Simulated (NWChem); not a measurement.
# One shape, several levels: CH6NPSi (SMILES C1NP[SiH2]1)

Wanted: a comparison of 5 runs (HF/3-21G, B3LYP/6-31G*, M06-2X/def2-SVP, PBE/def2-SVP, PBE0/def2-SVP) of CH6NPSi. 

The results are computed with NWChem 7.3.0.

### 1 The molecule

The species is CH6NPSi (10 atoms), meant as a singlet with charge 0. SMILES: `C1NP[SiH2]1`. The coordinates come from a PBE0-D4/def2-TZVP relaxation.

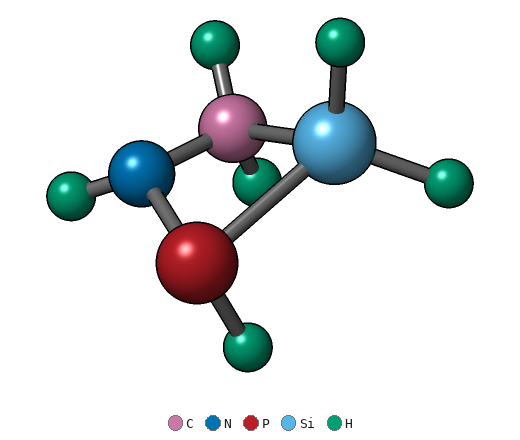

Viewed from a chosen angle; carbon pink, nitrogen blue, phosphorus red, silicon blue, hydrogen teal.

### 2 Energy and forces at HF/3-21G (run 1)

File run.py:

```python
from ase import Atoms
from ase.calculators.nwchem import NWChem

system = Atoms(['C', 'N', 'P', 'Si', 'H', 'H', 'H', 'H', 'H', 'H'], positions=[
    [-0.518900, 0.753700, -0.280300],
    [0.388700, 0.867200, 0.865200],
    [0.973900, -0.716000, 1.275900],
    [0.382300, -0.797300, -0.907400],
    [-0.525900, 1.647300, -0.910700],
    [-1.554200, 0.512400, 0.003600],
    [0.126500, 1.500500, 1.609100],
    [-0.253100, -1.393600, 1.631500],
    [1.493100, -0.499900, -1.848100],
    [-0.429200, -1.925500, -1.435800],
])

calc = NWChem(
    label='work',
    theory='scf',
    memory='2200 mb',
    basis='3-21G',
    basispar='spherical bse',
    scf={'nopen': '0', 'rhf': None, 'thresh': '1e-08', 'maxiter': '80'},
)
system.calc = calc

forces = system.get_forces()
print(f"energy = {system.get_potential_energy():.6f} eV")
print("forces (eV/A):")
for s, f in zip(system.symbols, forces):
    print(f"{s:2s} {f[0]:10.5f} {f[1]:10.5f} {f[2]:10.5f}")
print("dipole (e A):", system.get_dipole_moment().round(4))
```

On the command line:

```
$ export ASE_NWCHEM_COMMAND="nwchem PREFIX.nwi > PREFIX.nwo"
$ python run.py
```

What it wrote:

```text
energy = -19636.441696 eV
forces (eV/A):
C    -1.09431    0.81674   -0.68834
N    -0.58436    1.39148    1.08310
P     0.83103   -1.41030    1.16605
Si    0.27429   -0.58688   -1.75298
H     0.03636   -0.37456    0.22518
H     0.29938    0.11549   -0.02437
H     0.27321   -0.00149   -0.37224
H    -0.01661    0.08968    0.30416
H    -0.04278   -0.02833    0.01270
H     0.02381   -0.01188    0.04674
dipole (e A): [-0.4179  0.0433 -0.1944]
```

The calculator wrote work.nwi:

```
title "work"

permanent_dir work

scratch_dir work

start work

geometry units angstrom nocenter noautosym noautoz
  C  -5.1890000000000003e-01 7.5370000000000004e-01 -2.8029999999999999e-01
  N  3.8869999999999999e-01 8.6719999999999997e-01 8.6519999999999997e-01
  P  9.7389999999999999e-01 -7.1599999999999997e-01 1.2759000000000000e+00
  Si 3.8229999999999997e-01 -7.9730000000000001e-01 -9.0739999999999998e-01
  H  -5.2590000000000003e-01 1.6473000000000000e+00 -9.1069999999999995e-01
  H  -1.5542000000000000e+00 5.1239999999999997e-01 3.5999999999999999e-03
  H  1.2650000000000000e-01 1.5004999999999999e+00 1.6091000000000000e+00
  H  -2.5309999999999999e-01 -1.3935999999999999e+00 1.6315000000000000e+00
  H  1.4931000000000001e+00 -4.9990000000000001e-01 -1.8481000000000001e+00
  H  -4.2920000000000003e-01 -1.9255000000000000e+00 -1.4358000000000000e+00
end

memory 2200 mb

basis spherical bse noprint
   * library 3-21G
end

scf
  nopen 0
  rhf
  thresh 1e-08
  maxiter 80
end

task scf gradient
```

work.nwo (excerpt; [...] marks lines left out):

```text
[...]
      One-electron energy =  -1439.610837141500
[... 1 line left out ...]
 Nuclear repulsion energy =    222.369216818966
[... 42 lines left out ...]
                       ROHF Final Molecular Orbital Analysis
[... 219 lines left out ...]
     1   1 0 0     -0.789738      0.000000     34.818957
[...]
  wavefunction    =   RHF
                         RHF ENERGY GRADIENTS
    atom               coordinates                        gradient
                 x          y          z           x          y          z
   1 C      -0.980579   1.424286  -0.529690    0.021281  -0.015883   0.013386
   2 N       0.734536   1.638770   1.634991    0.011364  -0.027060  -0.021063
   3 P       1.840404  -1.353044   2.411101   -0.016161   0.027426  -0.022676
[... 6 lines of this table left out ...]
  10 H      -0.811070  -3.638667  -2.713269   -0.000463   0.000231  -0.000909
[...]
```

It took 3.9 s on 1 thread of Intel Xeon 6975P-C (Granite Rapids), shared host; peak memory 0.094 GiB.

### 3 Energy and gradient at B3LYP/6-31G(d) (spherical functions) (run 2)

File input.nw:

```
start input
title "CH6NPSi"
memory total 2200 mb
geometry units angstroms noautosym nocenter noautoz
C    -0.518900    0.753700   -0.280300
N     0.388700    0.867200    0.865200
P     0.973900   -0.716000    1.275900
Si    0.382300   -0.797300   -0.907400
H    -0.525900    1.647300   -0.910700
H    -1.554200    0.512400    0.003600
H     0.126500    1.500500    1.609100
H    -0.253100   -1.393600    1.631500
H     1.493100   -0.499900   -1.848100
H    -0.429200   -1.925500   -1.435800
end
basis "ao basis" spherical bse
* library 6-31G*
end
dft
xc b3lyp
grid xfine
convergence energy 1e-08
maxiter 100
mulliken
end
task dft gradient
```

On the command line:

```
$ nwchem input.nw > input.out
```

What it wrote (excerpt; [...] marks lines left out):

```text
[...]
          Wavefunction type:  closed shell.
          No. of atoms     :    10
          No. of electrons :    48
[...]
          Charge           :     0
          Spin multiplicity:     1
[...]
          AO basis - number of functions:    76
[...]
              XC Information
              --------------
                         B3LYP Method XC Potential
                     Hartree-Fock (Exact) Exchange  0.200
                        Slater Exchange Functional  0.800 local
                    Becke 1988 Exchange Functional  0.720 non-local
              Lee-Yang-Parr Correlation Functional  0.810
                  VWN I RPA Correlation Functional  0.190 local
[...]
 d= 0,ls=0.0,diis     1   -727.2311318008 -9.50D+02  1.12D-02  3.27D-01     3.4
[...]
 d= 0,ls=0.0,diis    10   -727.2721828761 -1.77D-09  4.52D-07  1.32D-09    29.0
         Total DFT energy =     -727.272182876141
      One electron energy =    -1445.284908426859
           Coulomb energy =      554.504476427934
    Exchange-Corr. energy =      -58.860967696183
 Nuclear repulsion energy =      222.369216818966
[...]
      Total Density - Mulliken Population Analysis
     ---------------------------------------------
[...]
  wavefunction    = closed shell
                         DFT ENERGY GRADIENTS
    atom               coordinates                        gradient
                 x          y          z           x          y          z
   1 C      -0.980579   1.424286  -0.529690    0.003852  -0.002363   0.002507
   2 N       0.734536   1.638770   1.634991   -0.002607  -0.008618   0.000823
   3 P       1.840404  -1.353044   2.411101   -0.005162   0.008786  -0.006332
   4 Si      0.722442  -1.506679  -1.714737   -0.002769   0.004278   0.007479
   5 H      -0.993807   3.112946  -1.720973    0.000525  -0.002003   0.001089
   6 H      -2.937012   0.968296   0.006803    0.002894  -0.000208  -0.000449
   7 H       0.239050   2.835534   3.040758    0.001584  -0.003324  -0.003853
   8 H      -0.478290  -2.633522   3.083088    0.001505   0.002375  -0.002412
   9 H       2.821550  -0.944674  -3.492403   -0.000219   0.000291   0.000778
  10 H      -0.811070  -3.638667  -2.713269    0.000397   0.000787   0.000370
[...]
```

Run time: 39 s. Hardware: 1 thread of Intel Xeon 6975P-C (Granite Rapids), shared host; peak memory 0.14 GiB.

Run 3 isn't shown in full; the table further down has it.

### 4 Energy and forces at PBE/def2-SVP (run 4)

File m1.nw:

```
start m1
title "CH6NPSi PBE"
memory 2200 mb

geometry units angstroms noautosym nocenter noautoz
 C     -0.518900     0.753700    -0.280300
 N      0.388700     0.867200     0.865200
 P      0.973900    -0.716000     1.275900
 Si     0.382300    -0.797300    -0.907400
 H     -0.525900     1.647300    -0.910700
 H     -1.554200     0.512400     0.003600
 H      0.126500     1.500500     1.609100
 H     -0.253100    -1.393600     1.631500
 H      1.493100    -0.499900    -1.848100
 H     -0.429200    -1.925500    -1.435800
end

basis spherical bse
 * library def2-SVP
end

dft
 xc xpbe96 cpbe96
 grid fine
 convergence energy 1e-08
 maxiter 100
 mulliken
end

task dft gradient
```

On the command line:

```
$ nwchem m1.nw > m1.out
```

What it wrote:

```text
[...]
          Wavefunction type:  closed shell.
          No. of atoms     :    10
          No. of electrons :    48
[...]
          Charge           :     0
          Spin multiplicity:     1
[...]
          AO basis - number of functions:    94
[...]
              XC Information
              --------------
          PerdewBurkeErnzerhof Exchange Functional  1.000
            Perdew 1991 LDA Correlation Functional  1.000 local
           PerdewBurkeErnz. Correlation Functional  1.000 non-local
[...]
 d= 0,ls=0.0,diis     1   -726.5370267755 -9.49D+02  1.14D-02  3.82D-01     1.8
[...]
 d= 0,ls=0.0,diis    11   -726.5774626049 -2.10D-09  3.24D-07  7.82D-10    16.5
         Total DFT energy =     -726.577462604906
      One electron energy =    -1444.749180702427
           Coulomb energy =      554.108958823394
    Exchange-Corr. energy =      -58.306457544839
 Nuclear repulsion energy =      222.369216818966
[...]
      Total Density - Mulliken Population Analysis
     ---------------------------------------------
    Atom       Charge   Shell Charges
 -----------   ------   -------------------------------------------------------
    1 C    6     6.06   1.98  0.92  0.19  2.09  0.84  0.04
    2 N    7     7.40   1.99  0.99  0.51  2.44  1.45  0.02
    3 P   15    14.89   2.00  1.98  1.24  0.56  5.92  1.47  1.56  0.16
    4 Si  14    13.74   2.00  1.98  1.10  0.23  5.92  1.32  1.01  0.19
    5 H    1     0.95   0.74  0.19  0.02
    6 H    1     0.96   0.74  0.20  0.02
    7 H    1     0.87   0.72  0.11  0.04
    8 H    1     1.04   0.73  0.29  0.02
    9 H    1     1.04   0.73  0.29  0.01
   10 H    1     1.05   0.73  0.31  0.01
[...]
  wavefunction    = closed shell
                         DFT ENERGY GRADIENTS
    atom               coordinates                        gradient
                 x          y          z           x          y          z
   1 C      -0.980579   1.424286  -0.529690   -0.005448  -0.000092  -0.003658
   2 N       0.734536   1.638770   1.634991   -0.001669  -0.003883   0.009692
   3 P       1.840404  -1.353044   2.411101   -0.015050   0.008011  -0.008782
   4 Si      0.722442  -1.506679  -1.714737   -0.000218   0.002646   0.003510
   5 H      -0.993807   3.112946  -1.720973    0.001064  -0.009592   0.007547
   6 H      -2.937012   0.968296   0.006803    0.011979   0.002720  -0.001893
   7 H       0.239050   2.835534   3.040758    0.002592  -0.009230  -0.009918
   8 H      -0.478290  -2.633522   3.083088    0.008109   0.005765  -0.002481
   9 H       2.821550  -0.944674  -3.492403   -0.004839  -0.001243   0.003782
  10 H      -0.811070  -3.638667  -2.713269    0.003482   0.004896   0.002202
[...]
```

Wall time 22 s (1 thread of Intel Xeon 6975P-C (Granite Rapids), shared host); peak memory 0.12 GiB.

### 5 Energy and forces at PBE0/def2-SVP (run 5)

File mymol.xyz:

```xyz
10

C     -0.518900     0.753700    -0.280300
N      0.388700     0.867200     0.865200
P      0.973900    -0.716000     1.275900
Si     0.382300    -0.797300    -0.907400
H     -0.525900     1.647300    -0.910700
H     -1.554200     0.512400     0.003600
H      0.126500     1.500500     1.609100
H     -0.253100    -1.393600     1.631500
H      1.493100    -0.499900    -1.848100
H     -0.429200    -1.925500    -1.435800
```

File run.py:

```python
from ase.io import read
from ase.calculators.nwchem import NWChem

molecule = read('mymol.xyz')

calc = NWChem(
    label='mymol',
    theory='dft',
    memory='2200 mb',
    basis='def2-SVP',
    basispar='spherical bse',
    dft={'xc': 'pbe0', 'mult': '1', 'grid': 'fine', 'convergence': 'energy 1e-08', 'iterations': '100', 'mulliken': None},
)
molecule.calc = calc

forces = molecule.get_forces()
e = molecule.get_potential_energy()
print(f"E = {e:.6f} eV")
print("forces (eV/A):")
for s, f in zip(molecule.symbols, forces):
    print(f"{s:2s} {f[0]:10.5f} {f[1]:10.5f} {f[2]:10.5f}")
print("dipole (e A):", molecule.get_dipole_moment().round(4))
```

On the command line:

```
$ export ASE_NWCHEM_COMMAND="nwchem PREFIX.nwi > PREFIX.nwo"
$ python run.py
```

What it wrote:

```text
E = -19773.153478 eV
forces (eV/A):
C     0.30694   -0.01121    0.25768
N    -0.13385    0.06505   -0.34638
P     0.34602   -0.23675    0.20240
Si    0.02021   -0.03286   -0.11431
H    -0.03420    0.26220   -0.21500
H    -0.32854   -0.06366    0.05111
H    -0.04031    0.22255    0.20800
H    -0.16774   -0.11693    0.07148
H     0.10300    0.02165   -0.07873
H    -0.07158   -0.11004   -0.03630
dipole (e A): [-0.3262  0.104  -0.0911]
```

The calculator wrote mymol.nwi:

```
title "mymol"

permanent_dir mymol

scratch_dir mymol

start mymol

geometry units angstrom nocenter noautosym noautoz
  C  -5.1890000000000003e-01 7.5370000000000004e-01 -2.8029999999999999e-01
  N  3.8869999999999999e-01 8.6719999999999997e-01 8.6519999999999997e-01
  P  9.7389999999999999e-01 -7.1599999999999997e-01 1.2759000000000000e+00
  Si 3.8229999999999997e-01 -7.9730000000000001e-01 -9.0739999999999998e-01
  H  -5.2590000000000003e-01 1.6473000000000000e+00 -9.1069999999999995e-01
  H  -1.5542000000000000e+00 5.1239999999999997e-01 3.5999999999999999e-03
  H  1.2650000000000000e-01 1.5004999999999999e+00 1.6091000000000000e+00
  H  -2.5309999999999999e-01 -1.3935999999999999e+00 1.6315000000000000e+00
  H  1.4931000000000001e+00 -4.9990000000000001e-01 -1.8481000000000001e+00
  H  -4.2920000000000003e-01 -1.9255000000000000e+00 -1.4358000000000000e+00
end

memory 2200 mb

basis spherical bse noprint
   * library def2-SVP
end

dft
  xc pbe0
  mult 1
  grid fine
  convergence energy 1e-08
  iterations 100
  mulliken
end

task dft gradient
```

mymol.nwo (excerpt; [...] marks lines left out):

```text
[...]
         Total DFT energy =     -726.649993524500
[...]
  wavefunction    = closed shell
                         DFT ENERGY GRADIENTS
    atom               coordinates                        gradient
                 x          y          z           x          y          z
   1 C      -0.980579   1.424286  -0.529690   -0.005969   0.000218  -0.005011
   2 N       0.734536   1.638770   1.634991    0.002603  -0.001265   0.006736
   3 P       1.840404  -1.353044   2.411101   -0.006729   0.004604  -0.003936
[... 6 lines of this table left out ...]
  10 H      -0.811070  -3.638667  -2.713269    0.001392   0.002140   0.000706
[...]
```

Run time: 21 s. Hardware: 1 thread of Intel Xeon 6975P-C (Granite Rapids), shared host; peak memory 0.12 GiB.

### 6 Overview of the runs

```csv
run,level,iteration cap,module,energy (Eh),dipole moment (D),HOMO energy (eV),LUMO energy (eV),wall time
1,HF/3-21G,80,scf,-721.625928,2.22,-9.34,3.02,3.9 s
2,B3LYP/6-31G* (spherical functions),100,dft,-727.272183,1.76,-6.19,-0.30,39 s
3,M06-2X/def2-SVP,100,dft,-726.926049,1.62,-7.70,0.83,26 s
4,PBE/def2-SVP,100,dft,-726.577463,1.63,-5.20,-0.87,22 s
5,PBE0/def2-SVP,100,dft,-726.649994,1.70,-6.53,0.01,21 s
```

### 7 What came out

```
                       quantity          value
            run 5: total energy  -726.64999 Eh
           run 5: dipole moment         1.70 D
             run 5: HOMO energy       -6.53 eV
             run 5: LUMO energy        0.01 eV
           run 5: HOMO–LUMO gap        6.54 eV
run 5: largest force on an atom     0.466 eV/Å
```

The dipole moment (its size) runs from 1.62 D (M06-2X/def2-SVP) to 2.22 D (HF/3-21G). The two ends differ in method and basis. The HOMO–LUMO gap runs from 4.34 eV (PBE/def2-SVP) to 12.36 eV (HF/3-21G). Totals of different functionals can't be ranked against each other. All runs together took 1.9 min, the longest 39 s.
